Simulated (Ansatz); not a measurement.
**Si4H10 (SMILES [SiH3][SiH]([SiH3])[SiH3]): wB97X/6-31G(d) (spherical functions)**

What is the vertical singlet–triplet gap of Si4H10 at wB97X/6-31G* (spherical functions)? 

Program for the calculation: Ansatz 0.2.0.

37 further runs of the same task are left out: 3 that didn't finish, 34 set aside as unsound or not needed.

## Step 1: The structure to begin with

Si4H10 has 14 atoms, charge 0, and is taken as a singlet. SMILES: `[SiH3][SiH]([SiH3])[SiH3]`. The coordinates come from a PBE0-D4/def2-TZVP relaxation.

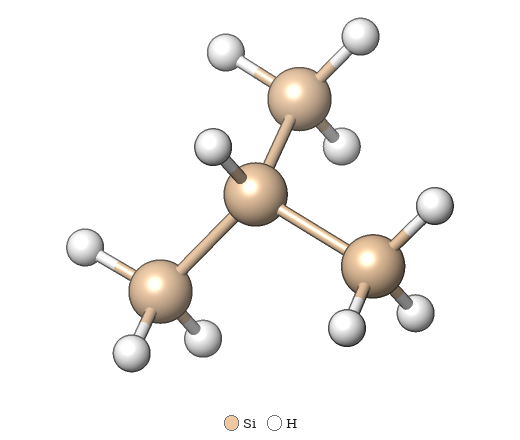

Viewed from a chosen angle; silicon light orange, hydrogen white.

## Step 2: The energy at wB97X/6-31G(d) (spherical functions)

in.yaml reads:

```yaml
crystal:
  periodic: [false, false, false]
  atoms:
    - {symbol: Si, position_ang: [-1.586600, 0.449770, -1.468220]}
    - {symbol: Si, position_ang: [-0.437700, -0.033320, 0.509060]}
    - {symbol: Si, position_ang: [1.124000, 1.651140, 0.941090]}
    - {symbol: Si, position_ang: [0.660040, -2.085920, 0.297480]}
    - {symbol: H, position_ang: [-2.588800, -0.607930, -1.768740]}
    - {symbol: H, position_ang: [-2.287510, 1.758070, -1.365710]}
    - {symbol: H, position_ang: [-0.615640, 0.517850, -2.593590]}
    - {symbol: H, position_ang: [-1.409520, -0.107160, 1.639330]}
    - {symbol: H, position_ang: [2.091010, 1.722300, -0.187470]}
    - {symbol: H, position_ang: [1.875310, 1.366450, 2.193260]}
    - {symbol: H, position_ang: [0.452630, 2.971990, 1.075490]}
    - {symbol: H, position_ang: [1.404530, -2.417500, 1.542160]}
    - {symbol: H, position_ang: [1.628750, -2.008150, -0.829180]}
    - {symbol: H, position_ang: [-0.310500, -3.177580, 0.015050]}
basis:
  gaussian:
    orbitals: 6-31G_st_-spherical.json
accuracy: high
hamiltonian:
  xc: {name: wB97X}
output: {orbitals: {seedname: orbitals}}
```

The basis set 6-31G* is read from a file made from the Basis Set Exchange's data (not shown).

On the command line:

```sh
ansatz run in.yaml --threads 1 --pin off --max-ram 3480MiB --events-out events.jsonl --progress --plain --runs-dir runs
```

The program printed:

```text
Warning: RAYON_NUM_THREADS=1 ignored (pool sized by the plan → 1); use --threads N
Functional definition: wB97X
  name "wB97X"
  parameter omega = 0.3/bohr
  parameter cx = 0.157706
  parameter cx1 = 0.726479
  parameter cx2 = 1.04760
  parameter cx3 = -5.70635
  parameter cx4 = 13.2794
  parameter css1 = -4.33879
  parameter css2 = 18.2308
  parameter css3 = -31.7430
  parameter css4 = 17.2901
  parameter cos1 = 2.37031
  parameter cos2 = -11.3995
  parameter cos3 = 6.58405
  parameter cos4 = -3.78132
  exchange = spin_sum(e_x_unif_sr(omega)*poly(b97_u_x, 1 - cx, cx1, cx2, cx3, cx4)) + cx*exact_x_sr(omega)
      + exact_x_lr(omega)
  correlation = spin_sum(e_c_pw_same_spin*poly(b97_u_same, 1, css1, css2, css3, css4))
      + integral(e_c_pw_opposite_spin*poly(b97_u_opposite, 1, cos1, cos2, cos3, cos4))
2157 factors; integrals over basis functions are off by at most 8.4e-9 eV
560 factors; integrals over basis functions are off by at most 2.2e-9 eV
mean field evaluation 1: about -31669.9201 eV, gradient 8.9e0 eV
mean field evaluation 2: about -31670.3770 eV, gradient 2.1e0 eV
mean field evaluation 4: about -31670.4110 eV, gradient 2.8e-1 eV
mean field evaluation 8: about -31670.5883 eV, gradient 7.8e-3 eV
mean field evaluation 16: about -31670.5883 eV, gradient 4.7e-6 eV
mean field -31670.58826230 eV, -1163.8726515438 hartree, gradient 4.2e-8 eV, S^2 0.000000; 0 other end points of the search recorded, 0 dependent functions left out
reference -31670.58825782 eV, -1163.8726513790 hartree; 33, 33 occupied and 59, 59 virtual orbitals, 2157 factors
Total energy: -31670.58825782 eV, -1163.8726513790 hartree
```

Wall time 26 s (1 thread of Intel Xeon 6975P-C (Granite Rapids), shared host); peak memory 0.75 GiB.

## Step 3: The triplet at the same level

input.yaml reads:

```yaml
crystal:
  periodic: [false, false, false]
  atoms:
    - {symbol: Si, position_ang: [-1.586600, 0.449770, -1.468220]}
    - {symbol: Si, position_ang: [-0.437700, -0.033320, 0.509060]}
    - {symbol: Si, position_ang: [1.124000, 1.651140, 0.941090]}
    - {symbol: Si, position_ang: [0.660040, -2.085920, 0.297480]}
    - {symbol: H, position_ang: [-2.588800, -0.607930, -1.768740]}
    - {symbol: H, position_ang: [-2.287510, 1.758070, -1.365710]}
    - {symbol: H, position_ang: [-0.615640, 0.517850, -2.593590]}
    - {symbol: H, position_ang: [-1.409520, -0.107160, 1.639330]}
    - {symbol: H, position_ang: [2.091010, 1.722300, -0.187470]}
    - {symbol: H, position_ang: [1.875310, 1.366450, 2.193260]}
    - {symbol: H, position_ang: [0.452630, 2.971990, 1.075490]}
    - {symbol: H, position_ang: [1.404530, -2.417500, 1.542160]}
    - {symbol: H, position_ang: [1.628750, -2.008150, -0.829180]}
    - {symbol: H, position_ang: [-0.310500, -3.177580, 0.015050]}
basis:
  gaussian: {orbitals: 6-31G_st_-spherical.json}
magnetization: {spin_polarized: true, initial_magnetization: 2}
hamiltonian: {xc: {name: wB97X}}
accuracy: high
output: {orbitals: {seedname: orbitals}}
```

The basis set 6-31G* is read from a file made from the Basis Set Exchange's data (not shown).

On the command line:

```sh
ansatz run input.yaml --threads 1 --pin off --max-ram 3480MiB --events-out events.jsonl --progress --plain --runs-dir runs
```

The program printed, shortened:

```text
Warning: RAYON_NUM_THREADS=1 ignored (pool sized by the plan → 1); use --threads N
[... 2 set-up lines as earlier in the session ...]
[...]
      + exact_x_lr(omega)
[...]
      + integral(e_c_pw_opposite_spin*poly(b97_u_opposite, 1, cos1, cos2, cos3, cos4))
2157 factors; integrals over basis functions are off by at most 8.4e-9 eV
560 factors; integrals over basis functions are off by at most 2.2e-9 eV
[...]
mean field -31664.05153539 eV, -1163.6324312607 hartree, gradient 2.2e-8 eV, S^2 2.005775; 6 other end points of the search recorded, 0 dependent functions left out
reference -31664.05153212 eV, -1163.6324311404 hartree; 34, 32 occupied and 58, 60 virtual orbitals, 2157 factors
Total energy: -31664.05153212 eV, -1163.6324311404 hartree
```

Wall time 3.6 min (1 thread of Intel Xeon 6975P-C (Granite Rapids), shared host); peak memory 1.4 GiB.

## Step 4: Results

Level: wB97X/6-31G* (spherical functions).

| quantity | value |
| --- | --- |
| singlet: total energy | -1163.87265 Eh |
| singlet: HOMO energy | -10.16 eV |
| singlet: LUMO energy | 2.04 eV |
| singlet: HOMO–LUMO gap | 12.20 eV |
| triplet: total energy | -1163.63243 Eh |
| triplet: HOMO energy (highest over α and β) | -3.55 eV |
| triplet: ⟨S²⟩ | 2.006 |
| vertical energy of the triplet above the singlet | 6.537 eV |

**Reading.** At this shape the triplet lies 6.54 eV (631 kJ/mol) above the singlet.
